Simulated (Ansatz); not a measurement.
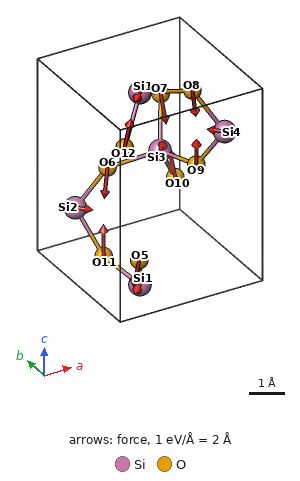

Starting geometry of crystalline SiO2 (set up in P4_12_12) with the computed forces as red arrows. The picture is a ball-and-stick view of the cell of the calculation, seen from a free direction.

The start is a measured structure.

All numbers below come from Ansatz, DFT, PAW plane waves, r2SCAN. Settings: plane-wave cutoff 500 eV; k-point mesh 6 × 6 × 4; occupations fermi dirac; smearing width 0.05 eV; no spin polarisation; cell and atoms relaxed; force threshold 0.03 eV/Å; at most 80 steps.

Q: What follows when this structure is relaxed?

A: It isn't relaxed: the largest force vector, on O atoms, is 0.49 eV/Å. The final displacements follow the starting forces only in part (cosine between the two patterns 0.53). The largest moves relative to the cell, 0.35 Å, are those of 8 atoms (O5, O6, O7, O8 and others). O8 goes roughly along [−2 0 −1]. Largest moves by element: O 0.35 Å, Si 0.21 Å. The drawn cell changes as follows: a = b 4.706 → 4.980 Å (+5.8 %), c 6.343 → 6.916 Å (+9.0 %); the volume changes by +22.1 %. Near-neighbour distances that change, for instance: Si1–O12 1.629 → 1.613 Å. Among the angles between lasting bonds that change: Si1–O12–Si4 130.2° → 145.0°, O8–Si1–O11 111.7° → 108.9°. The space group stays P4_12_12 (No. 92). After 7 accepted moves (9 points after the start) the energy has fallen by 37.0 meV per atom. Largest force component: 0.48 eV/Å at the start, 0.0013 eV/Å at the end. The pressure goes from 2.07 to 0.01 GPa. The SCF was repeated twice at an unchanged geometry on a basis and grid sized afresh for the cell, which shifted the energy by 1.0 meV per atom at most.
